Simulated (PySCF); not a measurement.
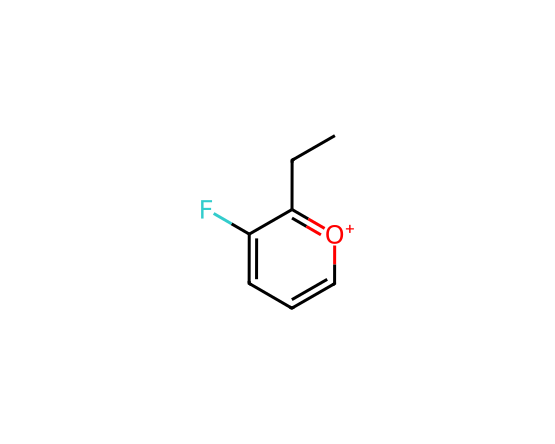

Charge +1, singlet.

> Give its SMILES.

CCc1[o+]cccc1F

> Give the formula, hydrogens included.

C7H8FO, charge +1.

> An optimisation with GFN2-xTB gave a structure of which point group?

Cs. Other conformers may differ.

More results for the same structure follow; atom numbers are the same in all pictures, views and colours differ. Computed geometry: GFN2-xTB optimisation. No frequency run is at hand to confirm it as a minimum.

## Electronic properties

No frequency run is at hand to confirm it as a minimum. Properties computed with PBE0/def2-SVPD, gas phase (PySCF 2.14.0). Excitations: vertical, linear response.

> Estimate the lowest vertical singlet excitation.

4.71 eV.

> What is the HOMO–LUMO gap?

5.30 eV.

> Estimate the HOMO energy (Kohn–Sham orbital).

−12.99 eV.

> What is the mean static polarisability?

80.5 bohr³.

## Quadrupole coupling

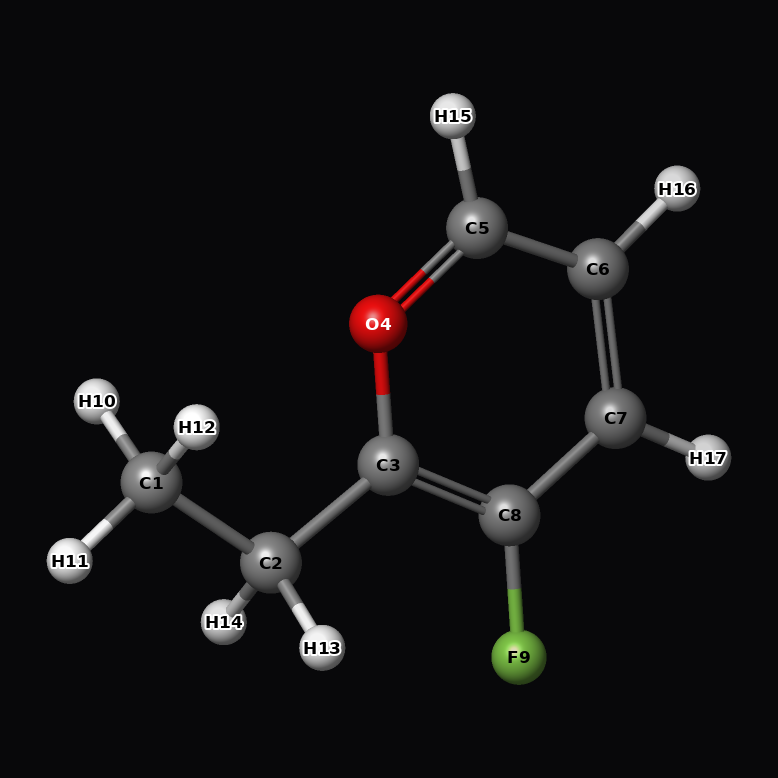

No frequency run is at hand to confirm it as a minimum. Electric field gradients from the ground-state density, PBE0/pcSseg-1 (PySCF 2.14.0), non-relativistic apart from any core potentials.

Give the largest field-gradient component, the quadrupole coupling constant and the asymmetry for 17O at O4 (Q = −25.6 mb), 2H at H10 (Q = 2.86 mb), 2H at H11 (Q = 2.86 mb).

```csv
atom,V_zz (a.u.),e²qQ/h (MHz),η
O4,1.378,−8.29,0.76
H10,0.310,0.208,0.05
H11,0.311,0.209,0.04
```

## Ring current

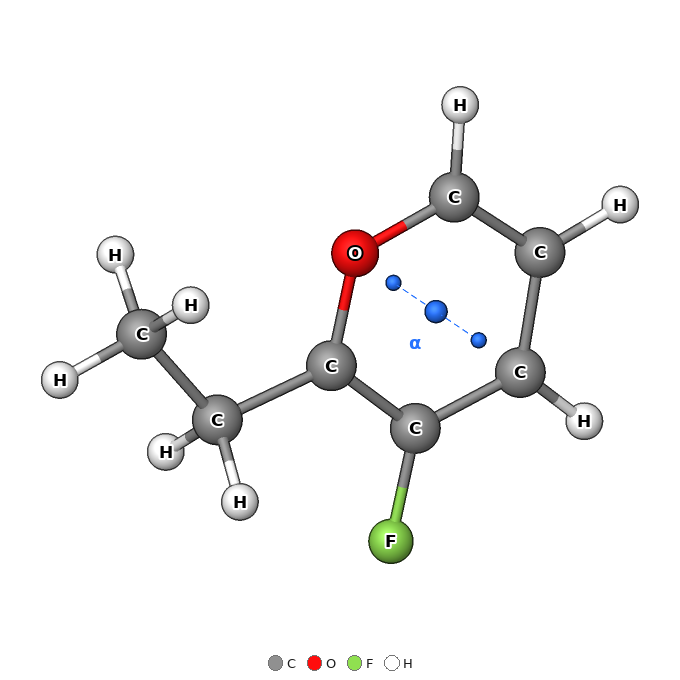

The small points mark where nucleus-independent chemical shifts (NICS) were computed: at the centre of each lettered ring and 1 Å above and below it. No frequency run is at hand to confirm it as a minimum. Method: GIAO PBE0/pcSseg-1 NMR shielding, non-relativistic, gas phase (PySCF 2.14.0).

Give NICS(0), NICS(1) and the out-of-plane component NICS(1)zz for each ring (means of the two sides).

```tsv
ring	members	NICS(0)	NICS(1)	NICS(1)zz
α	C5O	−7.4	−9.8	−22.7
```

Values in ppm.

> What do the values say about the ring currents?

Ring α: diatropic, as in an aromatic ring. NICS is one index among several.

## Charges

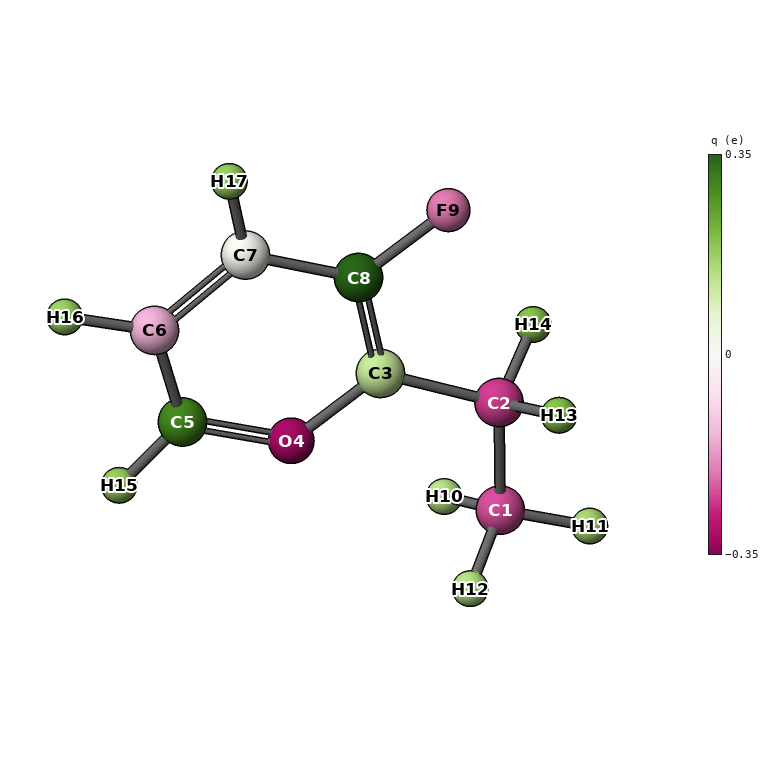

Atoms are coloured by their Mulliken charges. No frequency run is at hand to confirm it as a minimum. Level of theory: PBE0/pcSseg-1, gas phase (PySCF 2.14.0).

List the Mulliken charges.

```
atom  value (e)
  C1      −0.24
  C2      −0.25
  C3       0.12
  O4      −0.32
  C5       0.29
  C6      −0.14
  C7       0.02
  C8       0.35
  F9      −0.21
 H10       0.14
 H11       0.16
 H12       0.14
 H13       0.20
 H14       0.20
 H15       0.18
 H16       0.17
 H17       0.18
```

Mulliken values depend strongly on the basis set and can even reverse the polarity of a bond.
